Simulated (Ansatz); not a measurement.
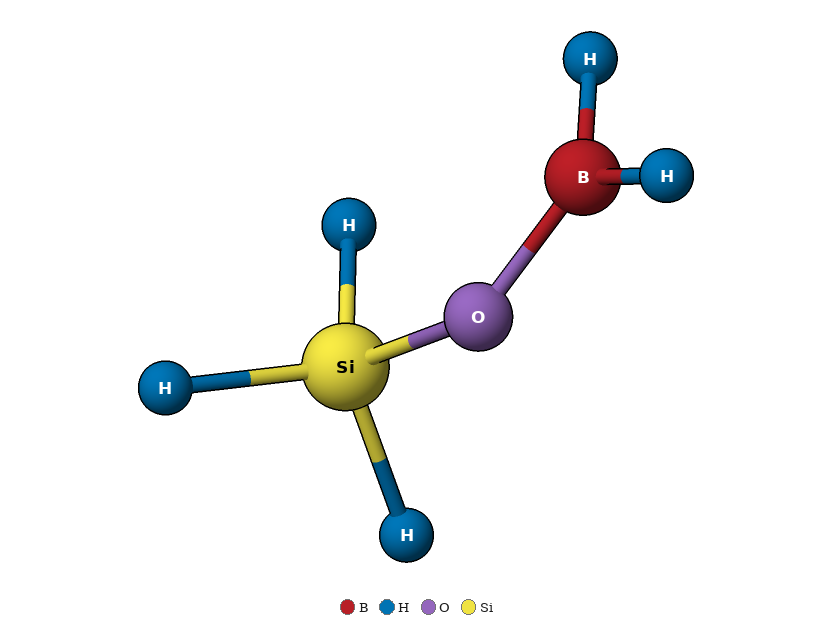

Harmonic vibrations computed with RKS PBE0-D4/def2-TZVP (Ansatz 0.2.0) at a stationary point of the same level.

Q: Minimum or transition state?

A: A minimum: no imaginary frequency, and the lowest mode lies at 92 cm⁻¹.

Q: List the wavenumbers.

A: 18 modes: 92, 203, 278, 714, 728, 758, 949, 955, 966, 1021, 1059, 1229, 1396, 2234, 2253, 2254, 2538, 2635 cm⁻¹.
